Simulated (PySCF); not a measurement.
# MoSF4 (charge −1): geometry relaxation

The run: geometry relaxation of MoSF4, charge −1, multiplicity 2, SMILES [F][Mo-]([F])([F])([F])=[S]. Method and program: PBE0-D3(BJ)/def2-SVP geometry optimisation, gas phase (PySCF 2.14.0).

It belongs to a series of runs on one base structure; here: ligand (all four): Cl to F.

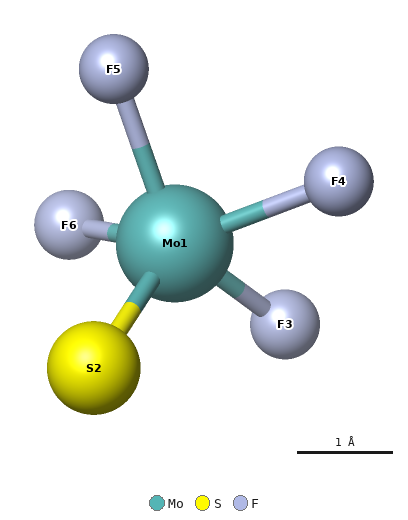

Figure 1. The starting structure (ball-and-stick view, seen at a tilt; atoms are numbered from 1 in the order of the input). Sticks mark near contacts.

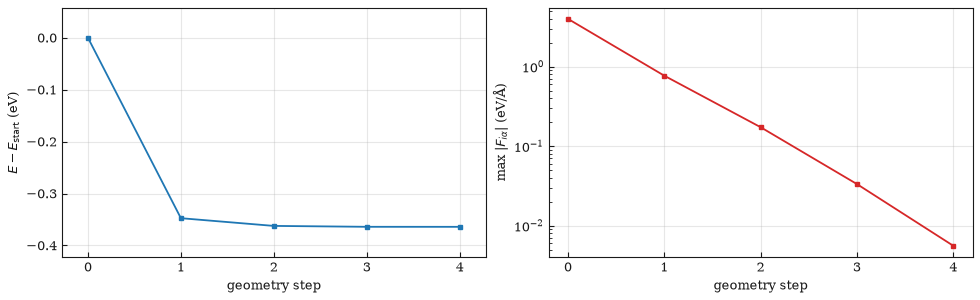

Figure 2. Progress of the relaxation, step by step (steps are counted from 0).

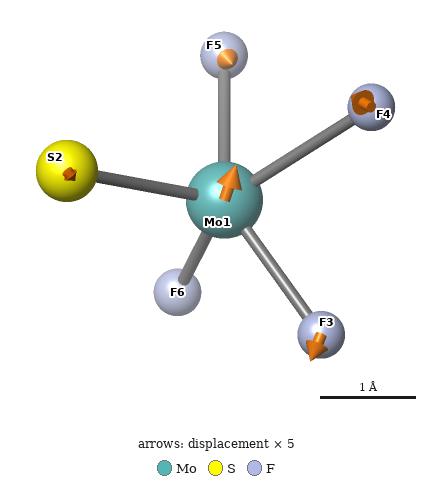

Figure 3. The starting structure with the displacements as orange arrows, magnified 5 times (ball-and-stick view, seen at a tilt). The two geometries are laid on each other by the best rigid fit. Over 4 geometry steps the energy falls by 0.364 eV. Largest force component: 4 eV/Å at the start, 0.0056 eV/Å at the end. The largest move after the best rigid fit is that of Mo1, 0.080 Å. By element the largest moves are Mo 0.080 Å, F 0.077 Å, S 0.029 Å. Among the contacts that change: Mo1–F4 2.002 → 1.897 Å, Mo1–F5 1.994 → 1.897 Å, Mo1–F3 1.815 → 1.897 Å, Mo1–F6 1.837 → 1.897 Å. Among the angles that change: S2–Mo1–F3 112.4° → 108.8°, F3–Mo1–F6 87.5° → 84.0°, F3–Mo1–F4 80.6° → 84.0°. (Atoms are counted from 1 in the order of the input.)

The input and output of the run follow.

**Input file**
```
{"job": {"xc": "PBE0", "basis": "def2-SVP", "d3": "d3bj", "grid": 1, "maxiter": 30, "shake": 0.03, "kind": "geom"}, "charge": -1, "multiplicity": 2}
Mo     0.060780    -0.076910     0.050660
S     -0.011580    -0.021830     2.183870
F      1.758490     0.007400    -0.586500
F      0.086050     1.828740    -0.561060
F     -1.828890    -0.029220    -0.585330
F     -0.001710    -1.804190    -0.570930
```

The first line tells a small driver script what to run in PySCF; the rest is the geometry in Å.

Launched with:
```bash
OMP_NUM_THREADS=1 python <driver script> task.json out
```

**Log**
```
step   0  E = -865.09293266  max force = 0.077596
step   1  E = -865.10570350  max force = 0.014973
step   2  E = -865.10624981  max force = 0.003371
step   3  E = -865.10631312  max force = 0.000650
step   4  E = -865.10631510  max force = 0.000109
optimisation converged
```

**Trajectory as extended XYZ (Å, eV, eV/Å), 5 frames, from step=0 to step=4**
```
6
Properties=species:S:1:pos:R:3:forces:R:3 step=0 energy=-23540.37773
Mo    0.0608   -0.0769    0.0507   -3.9902   3.7491   0.4635
S    -0.0116   -0.0218    2.1839    0.2125  -0.2145  -0.4630
F     1.7585    0.0074   -0.5865    2.0394  -0.3070  -0.6206
F     0.0861    1.8287   -0.5611   -0.1067  -1.6670   0.5338
F    -1.8289   -0.0292   -0.5853    1.6562  -0.1302   0.5050
F    -0.0017   -1.8042   -0.5709    0.1888  -1.4304  -0.4187
6
Properties=species:S:1:pos:R:3:forces:R:3 step=1 energy=-23540.72525
Mo   -0.0064   -0.0015    0.0451    0.7699  -0.6451   0.0349
S     0.0249   -0.0452    2.1580   -0.1042   0.0958   0.2001
F     1.8055   -0.0058   -0.5347   -0.0680  -0.0084  -0.0295
F     0.0244    1.7689   -0.5912   -0.1007   0.3858  -0.0734
F    -1.7788   -0.0117   -0.5750   -0.4925   0.0825  -0.1310
F    -0.0064   -1.8006   -0.5716   -0.0044   0.0893  -0.0011
6
Properties=species:S:1:pos:R:3:forces:R:3 step=2 energy=-23540.74011
Mo    0.0130   -0.0202    0.0459   -0.0875   0.1061  -0.1378
S     0.0007   -0.0191    2.1665    0.0170  -0.0226  -0.0754
F     1.8129   -0.0138   -0.5689   -0.1223  -0.0390   0.0618
F     0.0197    1.7817   -0.5609   -0.0073  -0.1133   0.0421
F    -1.7876   -0.0097   -0.5739    0.1733  -0.0131   0.0657
F     0.0044   -1.8149   -0.5779    0.0267   0.0819   0.0435
6
Properties=species:S:1:pos:R:3:forces:R:3 step=3 energy=-23540.74184
Mo    0.0109   -0.0173    0.0441   -0.0092   0.0334  -0.0105
S     0.0034   -0.0213    2.1626    0.0034  -0.0083   0.0127
F     1.8080   -0.0170   -0.5637    0.0053  -0.0082   0.0016
F     0.0163    1.7799   -0.5628   -0.0019   0.0050  -0.0016
F    -1.7829   -0.0111   -0.5728   -0.0060  -0.0028  -0.0014
F     0.0074   -1.8092   -0.5766    0.0083  -0.0191  -0.0008
6
Properties=species:S:1:pos:R:3:forces:R:3 step=4 energy=-23540.74189
Mo    0.0101   -0.0157    0.0439    0.0029  -0.0053  -0.0030
S     0.0046   -0.0238    2.1629   -0.0026   0.0026  -0.0056
F     1.8080   -0.0171   -0.5617    0.0008   0.0027  -0.0006
F     0.0150    1.7811   -0.5651   -0.0028  -0.0034   0.0050
F    -1.7840   -0.0119   -0.5733    0.0015   0.0023   0.0020
F     0.0093   -1.8086   -0.5760    0.0002   0.0010   0.0022
```

**Key numbers**

- outcome: converged
- total energy: −865.106315 hartree
- ⟨S²⟩: 0.760
- point group: C4v
- hardware: 1 CPU thread, shared host
- wall time: 78 s
- peak memory: 0.45 GiB
